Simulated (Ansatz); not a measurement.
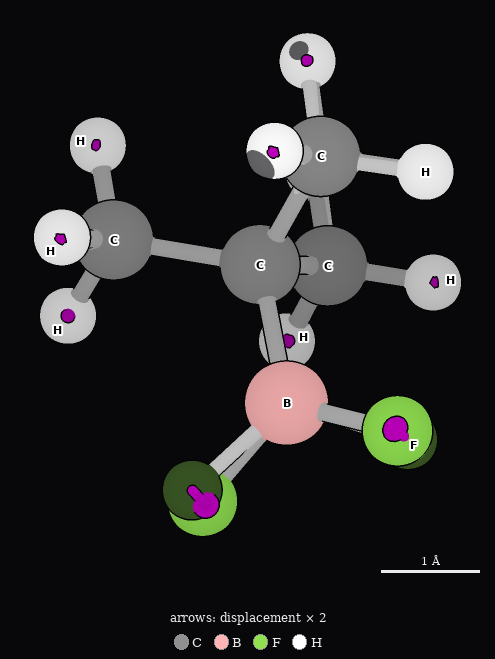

This is a relaxation of C$_{4}$H$_{9}$BF$_{2}$. The starting structure is drawn faded, the final one solid; purple arrows show the displacements, magnified 2 times. The two geometries are superimposed by the best rigid fit.

Style: ball-and-stick. Shown face on.

The start comes from PBE-D4/def2-SVP.

Theory: RKS PBE0-D4/def2-TZVP (Ansatz 0.2.0).

The input:
```yaml
crystal:
  periodic: [false, false, false]
  atoms:
    - {symbol: C, position_ang: [0.308973, 0.786078, 1.263930]}
    - {symbol: C, position_ang: [0.019971, 0.037262, -0.056794]}
    - {symbol: C, position_ang: [1.121289, -1.000981, -0.332960]}
    - {symbol: C, position_ang: [-1.359148, -0.658943, 0.040565]}
    - {symbol: B, position_ang: [-0.079547, 1.097394, -1.224450]}
    - {symbol: F, position_ang: [-0.916591, 2.136571, -1.146496]}
    - {symbol: F, position_ang: [0.638973, 1.018512, -2.348139]}
    - {symbol: H, position_ang: [0.334164, 0.071082, 2.114718]}
    - {symbol: H, position_ang: [-0.469892, 1.543973, 1.483515]}
    - {symbol: H, position_ang: [1.290376, 1.304061, 1.237746]}
    - {symbol: H, position_ang: [0.940539, -1.546508, -1.281103]}
    - {symbol: H, position_ang: [1.168881, -1.751342, 0.484996]}
    - {symbol: H, position_ang: [2.119782, -0.524775, -0.410341]}
    - {symbol: H, position_ang: [-1.609948, -1.210964, -0.889319]}
    - {symbol: H, position_ang: [-1.359188, -1.394536, 0.874314]}
    - {symbol: H, position_ang: [-2.171633, 0.070416, 0.234119]}
basis:
  gaussian: {orbitals: def2-TZVP}
hamiltonian: {xc: pbe0, dispersion: d4}
relax: {f_tol: 0.005, max_steps: 150}
```

Command:
```bash
ansatz run in.yaml --threads 4 --pin off --events-out ev --progress --plain --max-ram 11315MiB
```

> What happened in the run?

The atom that moves furthest after the best rigid fit is F7 (0.40 Å). Largest moves by element: F 0.40 Å, H 0.06 Å, C 0.04 Å, B 0.01 Å. Some distances before and after: C1–H10 1.110 → 1.093 Å, C1–C2 1.545 → 1.529 Å, B5–F6 1.337 → 1.324 Å, C2–C3 1.539 → 1.527 Å. Among the angles between lasting bonds that change: C1–C2–B5 108.6° → 110.9°. The energy falls by 0.058 eV in 23 accepted moves (26 points after the start). Largest force component: 0.52 eV/Å at the start, 0.0034 eV/Å at the end. The line search rejected the trial steps at points 4, 11, 12 of the run. The forces were under the threshold at step 6, but the run went on from there.
